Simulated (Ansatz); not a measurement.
# CH5FOSi2: shift of H7 from Si4 to O3, part 2 of 2

Aim: the minimum-energy path and barrier of the shift of H7 from Si4 to O3. The ends are relaxed first, then joined by a nudged elastic band. SMILES of the start: FC1O[SiH]1[SiH3].

Ansatz 0.2.0; UKS PBE/def2-SVP. The steps go on from the part before.

## 5. Another band, settings changed

crystal.atoms is end A as relaxed above, and neb.final_atoms is end B, relaxed in a run not shown. With 8 inner images the band has 10 in all. The start path is listed, through a guess of the saddle.

File input.yaml:

```yaml
crystal:
  periodic: [false, false, false]
  atoms:
    - { symbol: F, position_ang: [-2.011774, -0.642734, 1.07553] }
    - { symbol: C, position_ang: [-1.556471, 0.61381, 0.773689] }
    - { symbol: O, position_ang: [-0.406152, 0.986607, 1.480298] }
    - { symbol: Si, position_ang: [0.008652, 0.838976, -0.221641] }
    - { symbol: Si, position_ang: [1.325729, -1.034827, -0.692839] }
    - { symbol: H, position_ang: [-2.400047, 1.335906, 0.826714] }
    - { symbol: H, position_ang: [0.332733, 2.162095, -0.85631] }
    - { symbol: H, position_ang: [1.396676, -1.235553, -2.182888] }
    - { symbol: H, position_ang: [0.672957, -2.219649, -0.041145] }
    - { symbol: H, position_ang: [2.720797, -0.85583, -0.158609] }
magnetization:
  spin_polarized: true
basis:
  gaussian: { orbitals: def2-SVP }
hamiltonian:
  xc: pbe
neb:
  order_check: false
  images: 8
  f_tol: 0.05
  max_iterations: 60
  climbing: false
  final_atoms:
    - { symbol: F, position_ang: [-1.66627841, -0.59616392, 0.49093048] }
    - { symbol: C, position_ang: [-1.27624794, 0.66683159, 0.16827129] }
    - { symbol: O, position_ang: [-0.29064889, 1.12308063, 1.16788697] }
    - { symbol: Si, position_ang: [0.28966289, 1.14705281, -0.87647883] }
    - { symbol: Si, position_ang: [1.27171369, -1.04952575, -0.66853562] }
    - { symbol: H, position_ang: [-2.17015095, 1.32818136, 0.19148506] }
    - { symbol: H, position_ang: [-0.56214022, 1.98443375, 1.54599109] }
    - { symbol: H, position_ang: [0.59749122, -1.95678379, -1.67497279] }
    - { symbol: H, position_ang: [1.15365929, -1.68514809, 0.69402808] }
    - { symbol: H, position_ang: [2.73603932, -1.01315758, -1.03580671] }
  initial_path:
    images:
      - { positions_ang: [[-2.011774, -0.642734, 1.07553], [-1.556471, 0.61381, 0.773689], [-0.406152, 0.986607, 1.480298], [0.008652, 0.838976, -0.221641], [1.325729, -1.034827, -0.692839], [-2.400047, 1.335906, 0.826714], [0.332733, 2.162095, -0.85631], [1.396676, -1.235553, -2.182888], [0.672957, -2.219649, -0.041145], [2.720797, -0.85583, -0.158609]] }
      - { positions_ang: [[-1.97534774, -0.63584751, 1.08692363], [-1.54657454, 0.62497829, 0.74348324], [-0.38743736, 1.03296392, 1.40234316], [0.00977475, 0.83478793, -0.27480673], [1.30484506, -1.03241733, -0.70356493], [-2.39140888, 1.33548846, 0.7564013], [0.29915086, 2.10249985, -0.62243152], [1.36404199, -1.27937938, -2.17785601], [0.69938979, -2.20557915, -0.00401858], [2.70666606, -0.82869408, -0.20367456]] }
      - { positions_ang: [[-1.93892148, -0.62896101, 1.09831726], [-1.53667807, 0.63614657, 0.71327749], [-0.36872272, 1.07932085, 1.32438832], [0.0108975, 0.83059987, -0.32797247], [1.28396112, -1.03000767, -0.71429087], [-2.38277076, 1.33507091, 0.6860886], [0.26556872, 2.0429047, -0.38855305], [1.33140798, -1.32320576, -2.17282402], [0.72582258, -2.19150931, 0.03310785], [2.69253513, -0.80155815, -0.24874011]] }
      - { positions_ang: [[-1.90249522, -0.62207452, 1.10971088], [-1.52678161, 0.64731486, 0.68307173], [-0.35000808, 1.12567777, 1.24643349], [0.01202025, 0.8264118, -0.3811382], [1.26307718, -1.027598, -0.7250168], [-2.37413263, 1.33465337, 0.6157759], [0.23198658, 1.98330955, -0.15467457], [1.29877396, -1.36703214, -2.16779203], [0.75225537, -2.17743946, 0.07023427], [2.67840419, -0.77442223, -0.29380567]] }
      - { positions_ang: [[-1.86606895, -0.61518803, 1.12110451], [-1.51688514, 0.65848314, 0.65286597], [-0.33129344, 1.17203469, 1.16847865], [0.013143, 0.82222373, -0.43430394], [1.24219323, -1.02518834, -0.73574273], [-2.36549451, 1.33423583, 0.5454632], [0.19840444, 1.9237144, 0.07920391], [1.26613995, -1.41085851, -2.16276004], [0.77868817, -2.16336961, 0.1073607], [2.66427325, -0.74728631, -0.33887122]] }
      - { positions_ang: [[-1.82768056, -0.61001357, 1.05614901], [-1.48574925, 0.66437443, 0.58559734], [-0.31845976, 1.18719843, 1.13376631], [0.04436644, 0.85645449, -0.5070637], [1.23619153, -1.02682153, -0.73304236], [-2.33995051, 1.33337753, 0.4748822], [0.09897409, 1.90397426, 0.34612625], [1.17734164, -1.49099527, -2.10632501], [0.83209953, -2.10398062, 0.1890466], [2.66596684, -0.76476715, -0.43633764]] }
      - { positions_ang: [[-1.78733002, -0.60655116, 0.91484438], [-1.43337392, 0.66498872, 0.48126582], [-0.31150704, 1.17116898, 1.14229648], [0.10569055, 0.92910407, -0.59941748], [1.24507207, -1.03249759, -0.71691567], [-2.29750062, 1.33207849, 0.40403292], [-0.06630449, 1.92408913, 0.64609246], [1.03237904, -1.6074424, -1.99848696], [0.91248947, -1.99927249, 0.31529197], [2.68348496, -0.82686476, -0.58620491]] }
      - { positions_ang: [[-1.74697948, -0.60308875, 0.77353975], [-1.38099859, 0.66560301, 0.37693431], [-0.30455433, 1.15513953, 1.15082664], [0.16701466, 1.00175365, -0.69177127], [1.25395261, -1.03817364, -0.70078899], [-2.25505073, 1.33077945, 0.33318363], [-0.23158307, 1.94420401, 0.94605867], [0.88741643, -1.72388953, -1.8906489], [0.99287941, -1.89456436, 0.44153734], [2.70100308, -0.88896236, -0.73607217]] }
      - { positions_ang: [[-1.70662895, -0.59962634, 0.63223512], [-1.32862326, 0.6662173, 0.2726028], [-0.29760161, 1.13911008, 1.1593568], [0.22833878, 1.07440323, -0.78412505], [1.26283315, -1.0438497, -0.68466231], [-2.21260084, 1.3294804, 0.26233435], [-0.39686164, 1.96431888, 1.24602488], [0.74245383, -1.84033666, -1.78281085], [1.07326935, -1.78985622, 0.56778271], [2.7185212, -0.95105997, -0.88593944]] }
      - { positions_ang: [[-1.66627841, -0.59616392, 0.49093048], [-1.27624794, 0.66683159, 0.16827129], [-0.29064889, 1.12308063, 1.16788697], [0.28966289, 1.14705281, -0.87647883], [1.27171369, -1.04952575, -0.66853562], [-2.17015095, 1.32818136, 0.19148506], [-0.56214022, 1.98443375, 1.54599109], [0.59749122, -1.95678379, -1.67497279], [1.15365929, -1.68514809, 0.69402808], [2.73603932, -1.01315758, -1.03580671]] }
```

Run with:

```sh
$ ansatz run input.yaml --threads 2 --pin off --max-ram 3072MiB --backend cpu --events-out ev --progress --plain --runs-dir out
```

The program printed (excerpt; [...] marks lines left out):

```text
Warning: RAYON_NUM_THREADS=2 ignored (pool sized by the plan → 2); use --threads N
[...]
Functional definition: PBE
[...]
1131 factors; their error is unknown
[...]
mean field -21612.88664354 eV, -794.2589344094 hartree, gradient 2.1e-5 eV, S^2 0.000000; 0 other end points of the search recorded, 0 dependent functions left out
[...]
reference -21612.88667740 eV, -794.2589356537 hartree; 28, 28 occupied and 75, 75 virtual orbitals, 1131 factors
1131 factors; their error is unknown
[...]
mean field -21611.65678001 eV, -794.2137377581 hartree, gradient 5.2e-5 eV, S^2 0.000000; 0 other end points of the search recorded, 0 dependent functions left out
[...]
reference -21611.65681470 eV, -794.2137390331 hartree; 28, 28 occupied and 75, 75 virtual orbitals, 1131 factors
NEB end point (image 0): max|allowed force component| = 9.165e-3 eV/Å (the criterion of neb.relax_end_points is 1.000e-2)
[...]
Atom 0 at    -1.647173    -0.669549     0.861008 Å, force    -0.213481    -0.201123    -0.292334 eV/Å
Atom 1 at    -1.440596     0.663110     0.595406 Å, force    -0.204642    -0.047963     0.363519 eV/Å
Atom 2 at    -0.469287     1.172466     1.359280 Å, force    -0.301558    -0.384518     0.261055 eV/Å
Atom 3 at     0.018148     1.003022    -0.649549 Å, force     0.006748     0.063697     0.678449 eV/Å
Atom 4 at     1.249934    -1.064752    -0.734615 Å, force     0.090946     0.097653    -0.006755 eV/Å
Atom 5 at    -2.407841     1.201724     0.536559 Å, force    -0.179565    -0.022996     0.089697 eV/Å
Atom 6 at     0.225335     2.166583     0.374612 Å, force     0.740852     0.327127    -1.096240 eV/Å
Atom 7 at     1.110721    -1.656210    -2.117121 Å, force    -0.017817     0.071317     0.021695 eV/Å
Atom 8 at     0.737034    -2.068686     0.264536 Å, force    -0.011223     0.122050    -0.018693 eV/Å
Atom 9 at     2.706825    -0.798906    -0.487318 Å, force     0.089739    -0.025245    -0.000393 eV/Å
Dipole moment:    -0.018762     0.139521    -0.329946 e Å
this run last wrote the band of iteration 14 to <dir>
```

Wall time 3.2 min (2 threads of Intel Xeon 6975P-C (Granite Rapids), shared host); peak memory 0.19 GiB.

## 6. What the band shows

Images 0 and 9 are the ends. Energies count from image 0; the path length is the program's own measure over all atoms.

```tsv
image	path (Å)	energy (eV)	H7–Si4 (Å)	H7–O3 (Å)	band force (eV/Å)
0	0.000	0.0000	1.50	2.72	-
1	0.545	0.0054	1.50	2.72	0.002
2	1.090	0.0972	1.49	2.56	0.015
3	1.635	0.8109	1.48	2.09	0.032
4	2.179	1.9287	1.56	1.56	0.048
5	2.723	1.6775	1.93	1.03	0.042
6	3.267	1.3195	2.41	0.98	0.030
7	3.811	1.2426	2.68	0.98	0.030
8	4.355	1.2340	2.70	0.98	0.005
9	4.899	1.2299	2.70	0.98	-
```

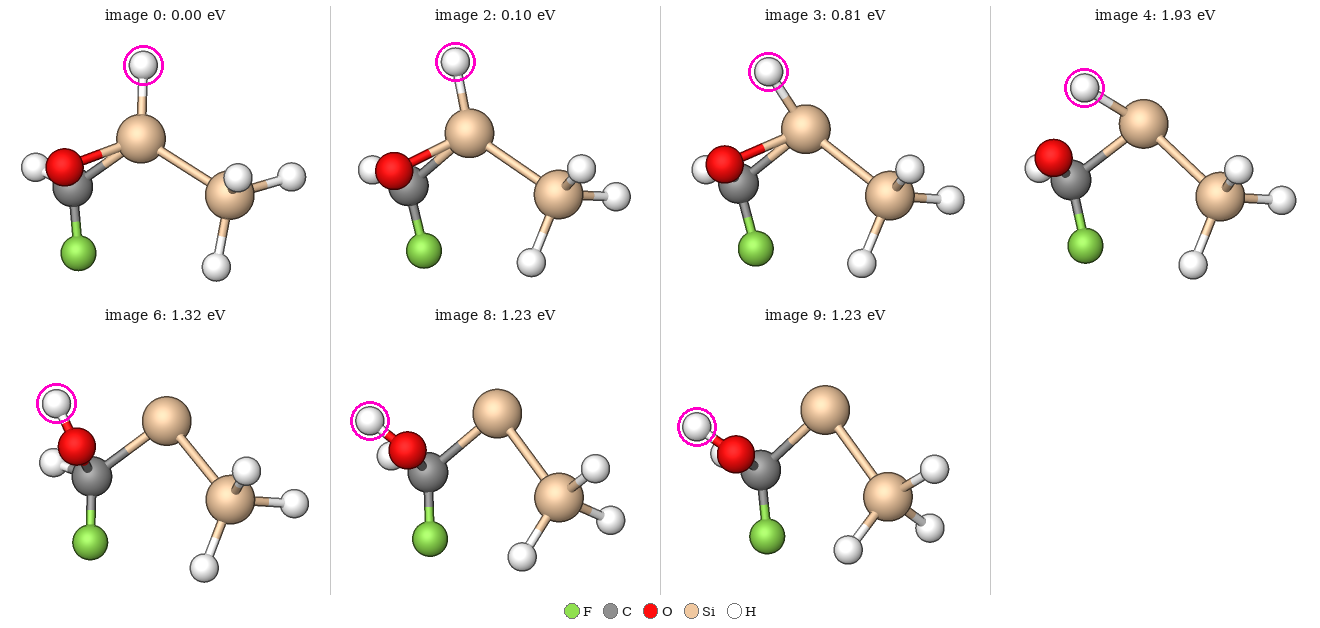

The images of the last band, seen from a chosen angle. Ringed: H7. Sticks join atoms closer than a bonding distance in each image.

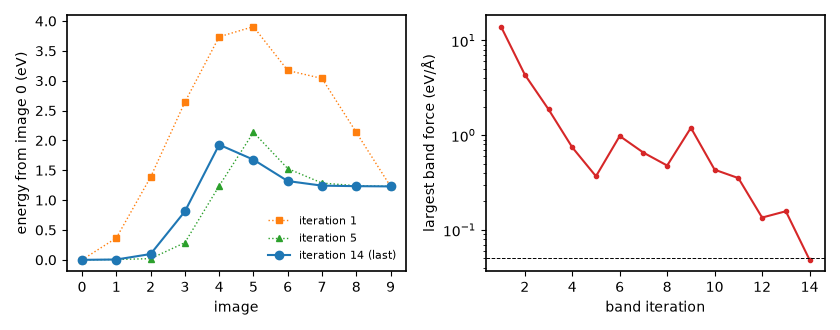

Left: energy of each image for early iterations and the last one (lines only join the points; early values far above the last band run off the scale). Right: the largest band force by iteration, with the threshold dashed.

## 7. What came out

This closing draws on all 2 parts.

| quantity | value |
| --- | --- |
| end A | 7 moves, 0.331 eV lower |
| first band: barrier forwards | 2.08 eV |
| first band: barrier backwards | 0.85 eV |
| first band: second end relative to first | +1.230 eV |
| first band: highest image | 5 of 0 to 8, climbing |
| first band: band iterations | 27 |
| second band | top 1.929 eV above image 0, 14 iterations, 8 inner images, none climbing |
| time, first and second band | 4.9 min and 3.2 min |

In words: In the first band: the top lies 2.08 eV above the first end, or 80 kT at room temperature; with a typical attempt rate of 10^13 per second that is roughly 10^-22 events a second. Going back costs 0.85 eV, since the second end is 1.23 eV above the first. The input switches the test of curvatures off, so the top was not shown to be a first-order saddle. By distance, end A alone has O3–Si4, Si4–H7 and end B alone has O3–H7. The second band's top lies 150 meV below the first's, as a band that doesn't climb stops under the top. These are electronic energies, with no zero-point or thermal terms. Tunnelling, which matters where hydrogen moves, is missing too. Semilocal functionals tend to give barriers that are too low.
